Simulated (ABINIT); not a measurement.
**Beyond one shot: AlN (P6_3mc)**

Wanted: G0W0 and self-consistent gaps of AlN (P6_3mc), with the cost of the cycles.

Method: LDA and many-body steps on it, plane waves, in ABINIT 10.8.3.

The database entry behind the starting cell differs from later determinations by our own check (inner coordinate u about 0.002 short), so it need not match the best structure at ambient conditions.

### Step 1. Starting point

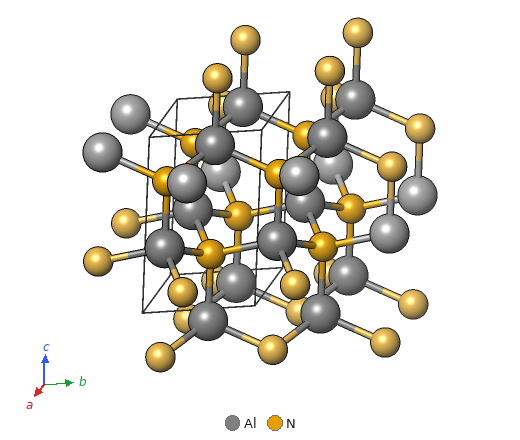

Start, viewed slightly off an axis; aluminium grey, nitrogen orange. 2×2×1 cells are drawn. Some periodic images of atoms are drawn too.

The cell and positions come from the Crystallography Open Database and are kept as given unless a step says otherwise.

### Step 2. Empty states on the mesh, 6×6×4 mesh, 142 bands

This step: ABINIT 10.8.3; DFT, LDA, plane waves, norm-conserving pseudopotentials.

The sums over transitions need many empty states on a uniform mesh; this step solves for them.

run.abi reads:

```
acell 3*1.0 Angstrom
rprim 
  3.113000000011 -0.000000000003 0.000000000000
  -1.556500000003 2.695937081992 0.000000000000
  0.000000000000 0.000000000000 4.981000000000
ntypat 2
znucl 13 7
natom 4
typat 1 1 2 2
xred 
  0.333333333333 0.666666666667 0.000000000000
  0.666666666667 0.333333333333 0.500000000000
  0.333333333333 0.666666666667 0.380000000000
  0.666666666667 0.333333333333 0.880000000000
pp_dirpath "pseudos"
pseudos "Al.upf, N.upf"
ecut 36
ngkpt 6 6 4
nshiftk 1
shiftk 0 0 0
kptopt 1
chksymbreak 0
irdden 1
istwfk *1
nband 142
prtvol 0
optdriver 6
gwr_task "HDIAGO"
paral_kgb 0
occopt 1
indata_prefix "in"
outdata_prefix "out"
tmpdata_prefix "tmp"
```

On the command line:

```console
> OMP_NUM_THREADS=1 mpirun -n 4 abinit run.abi > log
```

Output:

```text
.Version 10.8.3 of ABINIT. v10.8.2 released Aug 2026.

 Symmetries : space group P6_3 m c (#186); Bravais hP (primitive hexag.)
[... echo of the input left out ...]
== DATASET  1 ==================================================================
-   mpi_nproc: 4, omp_nthreads: 1 (-1 if OMP is not activated)

--- !DatasetInfo
iteration_state: {dtset: 1, }
dimensions: {natom: 4, nkpt: 21, mband: 142, nsppol: 1, nspinor: 1, nspden: 1, mpw: 2934, }
cutoff_energies: {ecut:  36.0, pawecutdg:  -1.0, }
[...]
Direct band gap semiconductor
 Fundamental gap:     4.255 (eV)
   VBM:     5.659 (eV) at k: [ 0.0000E+00,  0.0000E+00,  0.0000E+00]
   CBM:     9.914 (eV) at k: [ 0.0000E+00,  0.0000E+00,  0.0000E+00]
 Direct gap:         4.255 (eV) at k: [ 0.0000E+00,  0.0000E+00,  0.0000E+00]

== END DATASET(S) ==============================================================
================================================================================

 -outvars: echo values of variables after computation  --------
           etotal      0.0000000000E+00
            nband         142
             nkpt          21
          spgroup         186
 [... the other variables as echoed above ...]

 Calculation completed.
```

Run time: 2 min. Hardware: 4 MPI ranks of Arm Neoverse V1, shared host; peak memory 2.1 GiB.

Numbers from this step:

| Item | Value |
| --- | --- |
| gap | 4.255 eV |
| k of the valence top | 0, 0, 0 |
| k of the conduction bottom | 0, 0, 0 |
| least direct gap | 4.255 eV |
| k points computed | 21 |
| lowest point of the top converged band, above the valence top | 107.8281 eV |

On this mesh the gap is 4.255 eV.

The density comes from a self-consistent run that is not shown.

### Step 3. Screening, 6×6×4 mesh, 134 bands, screening to 179.6 eV

The RPA dielectric matrix is built and inverted for each q.

This step: RPA screening on LDA, plane waves, norm-conserving pseudopotentials.

run.abi: that of step 2 with these lines changed.

```diff
@@ -22,10 +22,11 @@
 chksymbreak 0
-irdden 1
 istwfk *1
-nband 142
-prtvol 0
-optdriver 6
-gwr_task "HDIAGO"
-paral_kgb 0
 occopt 1
+irdwfk 1
+optdriver 3
+nband 134
+ecuteps 6.6
+inclvkb 2
+awtr 1
+symchi 1
 indata_prefix "in"
```

Output:

```text
.Version 10.8.3 of ABINIT. v10.8.2 released Aug 2026.

 Symmetries : space group P6_3 m c (#186); Bravais hP (primitive hexag.)
[... echo of the input left out ...]
== DATASET  1 ==================================================================
-   mpi_nproc: 4, omp_nthreads: 1 (-1 if OMP is not activated)

--- !DatasetInfo
iteration_state: {dtset: 1, }
dimensions: {natom: 4, nkpt: 21, mband: 134, nsppol: 1, nspinor: 1, nspden: 1, mpw: 2934, }
cutoff_energies: {ecut:  36.0, pawecutdg:  -1.0, }
electrons: {nelect:   1.60000000E+01, charge:   0.00000000E+00, occopt:   1.00000000E+00, tsmear:   1.00000000E-02, }

 SCREENING: Calculation of the susceptibility and dielectric matrices

 Based on a program developped by R.W. Godby, V. Olevano, G. Onida, and L. Reining.
 Incorporated in ABINIT by V. Olevano, G.-M. Rignanese, and M. Torrent.
.Using double precision arithmetic ; gwpc =  8

[... cell and pseudopotentials left out ...]
--------------------------------------------------------------------------------

 ==== K-mesh for the wavefunctions ====
 Number of points in the irreducible wedge :    21
[... list of points left out ...]
 Together with 12 symmetry operations and time-reversal symmetry
 yields   144 points in the full Brillouin Zone.

 ==== Q-mesh for the screening function ====
 Number of points in the irreducible wedge :    21
[... list of points left out ...]
 Together with 12 symmetry operations and time-reversal symmetry
 yields   144 points in the full Brillouin Zone.

 setmesh: FFT mesh size selected  =    20x   20x   36
          total number of points  =        14400

 vcoul_init : cutoff-mode = AUXILIARY_FUNCTION
 q-points for optical limit:   1
     1)      0.000010    0.000020    0.000030

- screening: taking advantage of time-reversal symmetry
- Maximum band index for partially occupied states nbvw = 8
- Remaining bands to be divided among processors   nbcw = 126
- Number of bands treated by each node ~31

 Number of electrons calculated from density =   16.0000; Expected =   16.0000
 average of density, n =  0.056718
 r_s =    1.6146
 omega_plasma =   22.9728 [eV]

 calculating chi0 at frequencies [eV] :
  1    0.000000E+00    0.000000E+00
  2    0.000000E+00    2.297283E+01

--------------------------------------------------------------------------------
  q-point number  1        q = ( 0.000000, 0.000000, 0.000000) [r.l.u.]
--------------------------------------------------------------------------------
[... chi0 elements left out ...]
 For q-point:  0.000010 0.000020 0.000030
  dielectric constant =   4.2839
  dielectric constant without local fields =   4.7149

  Average fulfillment of the sum rule on Im[epsilon] for q-point    1 :     85.30  [%]
[... wings left out ...]
  q-point number  2        q = ( 0.166667, 0.000000, 0.000000) [r.l.u.]
--------------------------------------------------------------------------------
[... chi0 elements left out ...]
  Average fulfillment of the sum rule on Im[epsilon] for q-point    2 :     91.58  [%]

 [... 19 further q-points ...]
```

Elapsed: 2.6 min, on 4 MPI ranks; peak memory 1.2 GiB.

This step gave:

```
ε∞ with local fields, on this mesh, along the program's q direction : 4.284
the same without local fields                                       : 4.715
plasma frequency                                                    : 22.97 eV
plane waves in the screening matrix                                 : 233
```

Local fields lower ε∞ by 9 %.

### Step 4. G0W0

The self-energy is evaluated for the states that the input lists, and the levels follow from it, in one-shot runs by the linearised quasiparticle equation.

This step: G0W0 on LDA, plane waves, norm-conserving pseudopotentials.

run.abi: that of step 3 with these lines changed.

```diff
@@ -25,8 +25,21 @@
 irdwfk 1
-optdriver 3
+optdriver 4
 nband 134
+gwcalctyp 0
+ecutsigx 36
+symsigma 1
+nkptgw 4
+kptgw 
+  0.0000000000 0.0000000000 0.0000000000
+  0.5000000000 0.0000000000 0.0000000000
+  0.0000000000 0.0000000000 0.5000000000
+  0.5000000000 0.0000000000 0.5000000000
+bdgw 
+  6 10
+  7 10
+  5 10
+  7 10
 ecuteps 6.6
-inclvkb 2
-awtr 1
-symchi 1
+irdscr 1
+ppmodel 1
 indata_prefix "in"
```

Output:

```text
.Version 10.8.3 of ABINIT. v10.8.2 released Aug 2026.

 Symmetries : space group P6_3 m c (#186); Bravais hP (primitive hexag.)
[... echo of the input left out ...]
== DATASET  1 ==================================================================
-   mpi_nproc: 4, omp_nthreads: 1 (-1 if OMP is not activated)

--- !DatasetInfo
iteration_state: {dtset: 1, }
dimensions: {natom: 4, nkpt: 21, mband: 134, nsppol: 1, nspinor: 1, nspden: 1, mpw: 2934, }
cutoff_energies: {ecut:  36.0, pawecutdg:  -1.0, }
electrons: {nelect:   1.60000000E+01, charge:   0.00000000E+00, occopt:   1.00000000E+00, tsmear:   1.00000000E-02, }

 SIGMA: Calculation of the GW corrections

 Based on a program developped by R.W. Godby, V. Olevano, G. Onida, and L. Reining.
 Incorporated in ABINIT by V. Olevano, G.-M. Rignanese, and M. Torrent.
.Using double precision arithmetic ; gwpc =  8

[... cell and pseudopotentials left out ...]
--------------------------------------------------------------------------------

 ==== K-mesh for the wavefunctions ====
 Number of points in the irreducible wedge :    21
[... list of points left out ...]
 Together with 12 symmetry operations and time-reversal symmetry
 yields   144 points in the full Brillouin Zone.

 ==== Q-mesh for screening function ====
 Number of points in the irreducible wedge :    21
[... list of points left out ...]
 Together with 12 symmetry operations and time-reversal symmetry
 yields   144 points in the full Brillouin Zone.

 vcoul_init : cutoff-mode = AUXILIARY_FUNCTION
 q-points for optical limit:   1
     1)      0.000010    0.000020    0.000030
 setmesh: FFT mesh size selected  =    27x   27x   54
          total number of points  =        39366

 Number of electrons calculated from density =   16.0000; Expected =   16.0000
 average of density, n =  0.056718
 r_s =    1.6146
 omega_plasma =   22.9728 [eV]

 === KS Band Gaps ===
  >>>> For spin  1
   Minimum direct gap =   4.2550 [eV], located at k-point      :   0.0000  0.0000  0.0000
   Fundamental gap    =   4.2550 [eV], Top of valence bands at :   0.0000  0.0000  0.0000
                                       Bottom of conduction at :   0.0000  0.0000  0.0000
 SIGMA fundamental parameters:
 PLASMON POLE MODEL  1
 number of plane-waves for SigmaX                 2863
 number of plane-waves for SigmaC and W            233
 number of plane-waves for wavefunctions          2863
 number of bands                                   134
 number of independent spin polarizations            1
 number of spinorial components                      1
 number of k-points in IBZ                          21
 number of q-points in IBZ                          21
 number of symmetry operations                      12
 number of k-points in BZ                          144
 number of q-points in BZ                          144
 number of frequencies for dSigma/dE                 9
 frequency step for dSigma/dE [eV]                0.25
 number of omega for Sigma on real axis              0
 max omega for Sigma on real axis  [eV]           0.00
 zcut for avoiding poles [eV]                     0.10

 EPSILON^-1 parameters (SCR file):
 dimension of the eps^-1 matrix on file            233
 dimension of the eps^-1 matrix used               233
 number of plane-waves for wavefunctions          2863
 number of bands                                   134
 number of q-points in IBZ                          21
 number of frequencies                               2
 number of real frequencies                          1
 number of imag frequencies                          1

 matrix elements of self-energy operator (all in [eV])

 Perturbative Calculation

--- !SelfEnergy_ee
iteration_state: {dtset: 1, }
kpoint     : [   0.000,    0.000,    0.000, ]
spin       : 1
KS_gap     :    4.255
QP_gap     :    5.788
Delta_QP_KS:    1.533
data: !SigmaeeData |
     Band     E0 <VxcDFT>   SigX SigC(E0)      Z dSigC/dE  Sig(E)    E-E0       E
        6   5.481 -16.803 -20.935   3.074   0.786  -0.272 -17.635  -0.833   4.648
        7   5.481 -16.803 -20.935   3.074   0.786  -0.272 -17.635  -0.833   4.648
        8   5.659 -16.908 -20.973   3.036   0.786  -0.272 -17.717  -0.809   4.850
        9   9.914 -12.746  -8.139  -3.720   0.816  -0.226 -12.022   0.724  10.638
       10  12.222 -11.101  -5.870  -4.246   0.825  -0.212 -10.289   0.812  13.034

--- !SelfEnergy_ee
iteration_state: {dtset: 1, }
kpoint     : [   0.500,    0.000,    0.000, ]
spin       : 1
KS_gap     :    6.364
QP_gap     :    8.030
Delta_QP_KS:    1.666
data: !SigmaeeData |
     Band     E0 <VxcDFT>   SigX SigC(E0)      Z dSigC/dE  Sig(E)    E-E0       E
        7   3.866 -14.832 -19.233   3.109   0.787  -0.271 -15.848  -1.016   2.850
[...]
--- !SelfEnergy_ee
iteration_state: {dtset: 1, }
kpoint     : [   0.000,    0.000,    0.500, ]
spin       : 1
KS_gap     :    6.945
QP_gap     :    8.725
Delta_QP_KS:    1.781
data: !SigmaeeData |
     Band     E0 <VxcDFT>   SigX SigC(E0)      Z dSigC/dE  Sig(E)    E-E0       E
[...]
--- !SelfEnergy_ee
iteration_state: {dtset: 1, }
kpoint     : [   0.500,    0.000,    0.500, ]
spin       : 1
KS_gap     :    6.595
QP_gap     :    8.307
Delta_QP_KS:    1.712
data: !SigmaeeData |
     Band     E0 <VxcDFT>   SigX SigC(E0)      Z dSigC/dE  Sig(E)    E-E0       E
[...]
8   4.299 -15.743 -20.221   3.219   0.784  -0.275 -16.731  -0.988   3.311
        9  10.894 -10.410  -5.562  -3.974   0.829  -0.206  -9.686   0.725  11.619
       10  10.894 -10.410  -5.562  -3.974   0.829  -0.206  -9.686   0.725  11.619

== END DATASET(S) ==============================================================
================================================================================

 -outvars: echo values of variables after computation  --------
           etotal      0.0000000000E+00
            nband         134
             nkpt          21
          spgroup         186
 [... the other variables as echoed above ...]

 Calculation completed.
```

Elapsed: 52 s, on 4 MPI ranks; peak memory 1.3 GiB.

This step gave:

```
G0W0 gap on the mesh                         : 5.788 eV
starting gap on the mesh                     : 4.255 eV
k of the valence top                         : 0, 0, 0
k of the conduction bottom                   : 0, 0, 0
Z at the valence top                         : 0.786
Z at the conduction bottom                   : 0.816
least direct G0W0 gap on the computed points : 5.788 eV
```

The gap on the mesh goes from 4.26 eV to 5.79 eV, a correction of +1.53 eV.

### Step 5. evGW0, cycle 1

This step: evGW0 on LDA, plane waves, norm-conserving pseudopotentials.

run.abi: that of step 4 with these lines changed.

```diff
@@ -27,16 +27,50 @@
 nband 134
-gwcalctyp 0
+gwcalctyp 10
 ecutsigx 36
 symsigma 1
-nkptgw 4
+nkptgw 21
 kptgw 
   0.0000000000 0.0000000000 0.0000000000
+  0.1666666667 0.0000000000 0.0000000000
+  0.3333333333 0.0000000000 0.0000000000
   0.5000000000 0.0000000000 0.0000000000
+  0.1666666667 0.1666666667 0.0000000000
+  0.3333333333 0.1666666667 0.0000000000
+  0.3333333333 0.3333333333 0.0000000000
+  0.0000000000 0.0000000000 0.2500000000
+  0.1666666667 0.0000000000 0.2500000000
+  0.3333333333 0.0000000000 0.2500000000
+  0.5000000000 0.0000000000 0.2500000000
+  0.1666666667 0.1666666667 0.2500000000
+  0.3333333333 0.1666666667 0.2500000000
+  0.3333333333 0.3333333333 0.2500000000
   0.0000000000 0.0000000000 0.5000000000
+  0.1666666667 0.0000000000 0.5000000000
+  0.3333333333 0.0000000000 0.5000000000
   0.5000000000 0.0000000000 0.5000000000
+  0.1666666667 0.1666666667 0.5000000000
+  0.3333333333 0.1666666667 0.5000000000
+  0.3333333333 0.3333333333 0.5000000000
 bdgw 
-  6 10
-  7 10
-  5 10
-  7 10
+  1 22
+  1 22
+  1 22
+  1 22
+  1 22
+  1 22
+  1 22
+  1 22
+  1 22
+  1 22
+  1 22
+  1 22
+  1 22
+  1 22
+  1 22
+  1 22
+  1 22
+  1 22
+  1 22
+  1 22
+  1 22
 ecuteps 6.6
```

Output:

```text
.Version 10.8.3 of ABINIT. v10.8.2 released Aug 2026.

 Symmetries : space group P6_3 m c (#186); Bravais hP (primitive hexag.)
[... echo of the input left out ...]
== DATASET  1 ==================================================================
-   mpi_nproc: 4, omp_nthreads: 1 (-1 if OMP is not activated)

--- !DatasetInfo
iteration_state: {dtset: 1, }
dimensions: {natom: 4, nkpt: 21, mband: 134, nsppol: 1, nspinor: 1, nspden: 1, mpw: 2934, }
cutoff_energies: {ecut:  36.0, pawecutdg:  -1.0, }
electrons: {nelect:   1.60000000E+01, charge:   0.00000000E+00, occopt:   1.00000000E+00, tsmear:   1.00000000E-02, }

 SIGMA: Calculation of the GW corrections

 Based on a program developped by R.W. Godby, V. Olevano, G. Onida, and L. Reining.
 Incorporated in ABINIT by V. Olevano, G.-M. Rignanese, and M. Torrent.
.Using double precision arithmetic ; gwpc =  8

[... cell and pseudopotentials left out ...]
--------------------------------------------------------------------------------

 ==== K-mesh for the wavefunctions ====
 Number of points in the irreducible wedge :    21
[... list of points left out ...]
 Together with 12 symmetry operations and time-reversal symmetry
 yields   144 points in the full Brillouin Zone.

 ==== Q-mesh for screening function ====
 Number of points in the irreducible wedge :    21
[... list of points left out ...]
 Together with 12 symmetry operations and time-reversal symmetry
 yields   144 points in the full Brillouin Zone.

 vcoul_init : cutoff-mode = AUXILIARY_FUNCTION
 q-points for optical limit:   1
     1)      0.000010    0.000020    0.000030
 setmesh: FFT mesh size selected  =    27x   27x   54
          total number of points  =        39366

 Number of electrons calculated from density =   16.0000; Expected =   16.0000
[...]
QP_gap     :    8.944
Delta_QP_KS:    1.781
data: !SigmaeeData |
     Band     E_DFT   <VxcDFT>   E(N-1)  <Hhartree>   SigX  SigC[E(N-1)]    Z     dSigC/dE  Sig[E(N)]  DeltaE  E(N)_pert E(N)_diago
[...]
--- !SelfEnergy_ee
iteration_state: {dtset: 1, }
kpoint     : [   0.333,    0.333,    0.500, ]
spin       : 1
KS_gap     :    8.117
QP_gap     :   10.016
Delta_QP_KS:    1.899
data: !SigmaeeData |
     Band     E_DFT   <VxcDFT>   E(N-1)  <Hhartree>   SigX  SigC[E(N-1)]    Z     dSigC/dE  Sig[E(N)]  DeltaE  E(N)_pert E(N)_diago
[...]
21    28.662   -11.875    28.662    40.537    -3.705    -7.202     0.715    -0.398   -11.182     0.692    29.354    29.630
       22    28.662   -11.875    28.662    40.537    -3.705    -7.202     0.715    -0.398   -11.182     0.692    29.354    29.630

 New Fermi energy :        2.835502E-01 Ha ,    7.715795E+00 eV
 New Exchange energy :    -6.255426E+00 Ha ,   -1.702188E+02 eV

 === QP Band Gaps ===
  >>>> For spin  1
   Minimum direct gap =   6.1709 [eV], located at k-point      :   0.0000  0.0000  0.0000
   Fundamental gap    =   6.1709 [eV], Top of valence bands at :   0.0000  0.0000  0.0000
                                       Bottom of conduction at :   0.0000  0.0000  0.0000

 writing QP data on file : out_QPS

 Convergence of QP corrections
 >>>>> For spin  1 <<<<<
.  kptgw no:  1; Maximum DeltaE = (  -1.362   0.014) for band index:  2
.  kptgw no:  2; Maximum DeltaE = (  -1.366   0.010) for band index:  2
.  kptgw no:  3; Maximum DeltaE = (  -1.368   0.014) for band index:  2
[...]
.  kptgw no: 20; Maximum DeltaE = (  -1.352   0.007) for band index:  2
.  kptgw no: 21; Maximum DeltaE = (  -1.370   0.006) for band index:  2

== END DATASET(S) ==============================================================
================================================================================

 -outvars: echo values of variables after computation  --------
           etotal      0.0000000000E+00
            nband         134
             nkpt          21
          spgroup         186
 [... the other variables as echoed above ...]

 Calculation completed.
```

Wall time 42 min (4 MPI ranks); peak memory 2.3 GiB; 2.8 h of CPU time.

This step gave:

```
quasiparticle gap on the mesh                         : 6.171 eV
gap of the density functional on the mesh             : 4.255 eV
k of the valence top                                  : 0, 0, 0
k of the conduction bottom                            : 0, 0, 0
Z at the valence top                                  : 0.786
Z at the conduction bottom                            : 0.816
least direct quasiparticle gap on the computed points : 6.171 eV
```

Against G0W0 in ABINIT (6×6×4 mesh, 134 bands, screening to 179.6 eV, Godby-Needs plasmon pole), the gap moves by +0.383 eV. This first cycle still uses the starting levels; it takes the full correction, at all points of the mesh, and its linearised value is 5.788 eV.

(Part 1 of 2 ends here.)

[Paths, hosts, dates, memory and timing lines, banners, echoed tables and standing remarks are left out of the program output.]

[Logs are printed without paths, hosts, clocks, repeated set-up lines and the standing remarks that a program may print on its own settings, such as how far it seeks lower states.]

[Runs of the session that timed out or met a known fault of the program may be left out.]

[Hosts, paths, dates, database ids (printed as entryN), source tags and the programs' standing remarks are cut or masked in the printed files.]

[G0W0 gaps are taken among the corrected bands and points alone; a level outside them can change the order at an edge.]

[Where Ansatz stands beside ABINIT at settings called matched, ABINIT's density can come from a denser mesh and the files from another edition; pairs whose starting gaps differed by over 0.03 eV were left out, so agreement reads better than it is.]
